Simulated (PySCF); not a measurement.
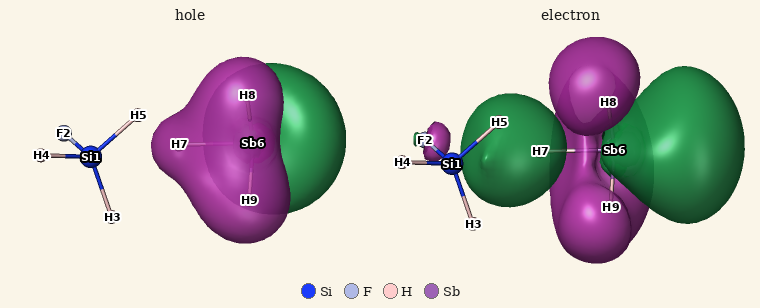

*FH6SbSi, SMILES `[SiH3]F.[SbH3]`. Leading natural transition orbital pair of S₂ (TDA singlet states); the surfaces enclose about 85 % of each orbital's density.*

Level of theory: CAM-B3LYP/def2-SVP (PySCF), at a geometry from GFN2-xTB. Core potentials replace the inner electrons of Sb; spin–orbit coupling isn't included. The pair's geometry is semi-empirical, so its contact may be too short or too long. GFN2-xTB bond lengths at metals and heavier atoms can be off by up to 0.1 Å and shapes distorted, which carries into these values. Without diffuse functions Rydberg states are missing, so the states' numbers hold for this basis only.

Give its energy and the atoms that hole and electron lie on.

Answer. 6.79 eV (183 nm), f = 0.125 (bright); the leading pair carries 94 %; hole on Sb6 (73 %), H9 (12 %) and H8 (10 %), electron on Sb6 (66 %), H7 (15 %) and H8 (9 %); their centroids lie 0.2 Å apart; S₁ lies within 0.1 eV of it. In canonical orbitals it is mainly HOMO → LUMO+1 (59 %). The HOMO–LUMO gap is 9.81 eV.
